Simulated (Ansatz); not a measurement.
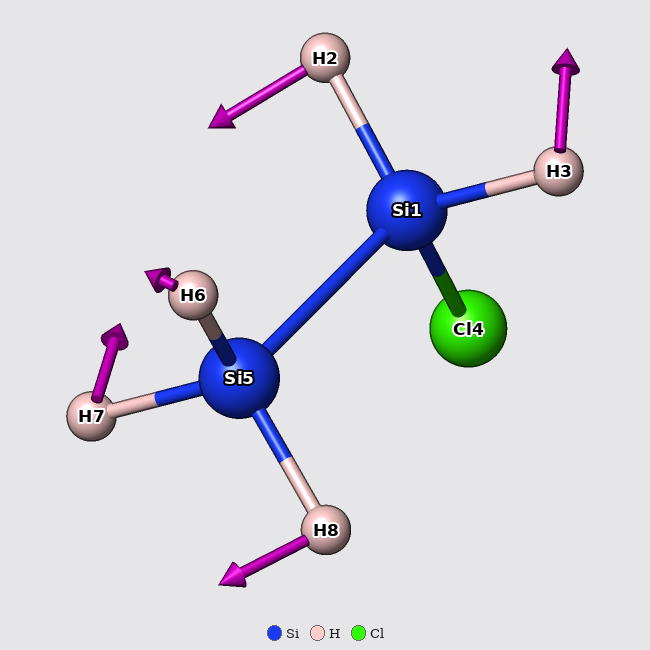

The arrows show one normal mode. Harmonic vibrations computed with RKS PBE0-D4/def2-TZVP (Ansatz 0.2.0) at a stationary point of the same level.

**What kind of motion is it?**

Mostly H–Si–Si bending.

**Estimate its harmonic wavenumber.**

351 cm⁻¹; it is mode 3 of 18 counted from the lowest.
